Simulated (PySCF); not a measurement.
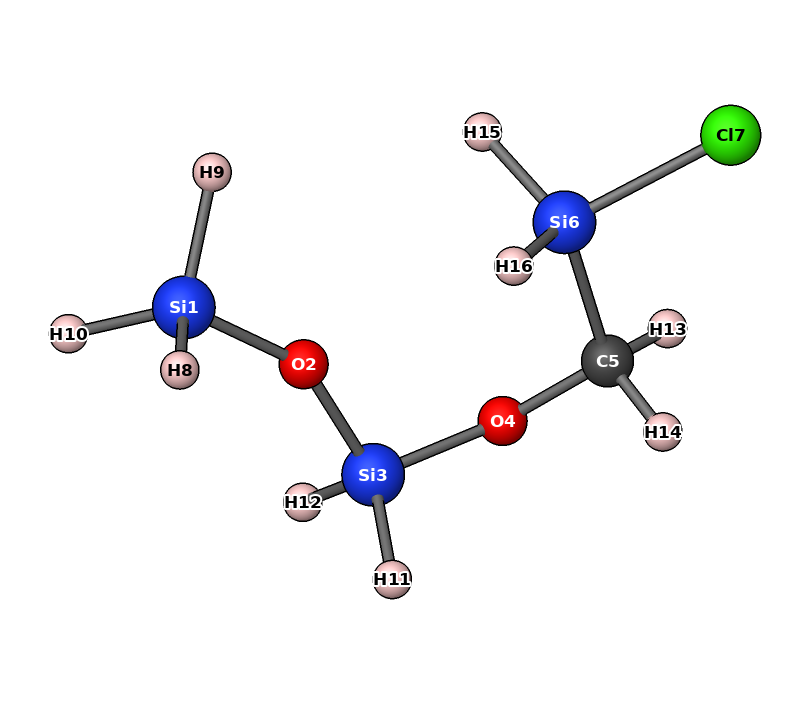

The questions are on IAO charges. The geometry was computed by an optimisation with GFN2-xTB. No frequency run is at hand to confirm it as a minimum. Properties computed with PBE0/pcSseg-1, gas phase (PySCF 2.14.0).

Give the IAO charges atom by atom.

```tsv
atom	value (e)
Si1	0.88
O2	−0.89
Si3	1.21
O4	−0.63
C5	−0.33
Si6	0.79
Cl7	−0.32
H8	−0.15
H9	−0.14
H10	−0.14
H11	−0.18
H12	−0.16
H13	0.16
H14	0.14
H15	−0.12
H16	−0.12
```

The geometry is semi-empirical. Around Si such bond lengths and angles can be off by a tenth of an ångström or more and by several degrees, and values that hang on the shape move with them.
